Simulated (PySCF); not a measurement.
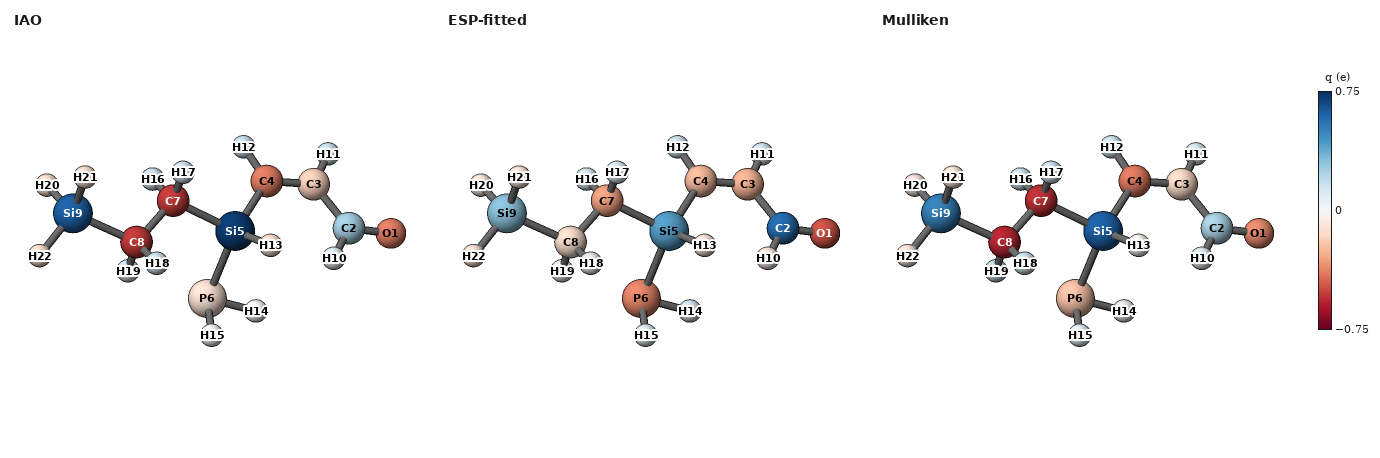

Atomic charges of one calculation by 3 schemes, on one colour scale. The computed structure is the end point of a GFN2-xTB optimisation. No frequency run is at hand to confirm it as a minimum. Computed with PBE0/pcSseg-1 (PySCF 2.14.0).

> On which atom do the schemes disagree most?

On C8 (from −0.57 to −0.13 e).

List the charges (e), one line for each set of equivalent atoms.

```csv
atom,IAO,ESP-fitted,Mulliken
O1,−0.38,−0.47,−0.35
C2,0.25,0.57,0.24
C3,−0.17,−0.25,−0.14
C4,−0.38,−0.24,−0.39
Si5,0.71,0.41,0.61
P6,−0.11,−0.36,−0.21
C7,−0.52,−0.30,−0.54
C8,−0.52,−0.13,−0.57
Si9,0.61,0.31,0.51
H10,0.09,−0.06,0.09
H11,0.16,0.15,0.12
H12,0.17,0.15,0.14
H13,−0.12,−0.09,−0.02
H14,0.00,0.14,0.07
H15,0.00,0.10,0.07
H16,0.14,0.10,0.15
H17,0.15,0.09,0.15
H18,0.14,0.07,0.16
H19,0.14,0.08,0.17
H20,−0.12,−0.09,−0.08
H21,−0.12,−0.09,−0.08
H22,−0.12,−0.10,−0.09
```

The geometry is semi-empirical. Around P, Si such bond lengths and angles can be off by a tenth of an ångström or more and by several degrees, and values that hang on the shape move with them.
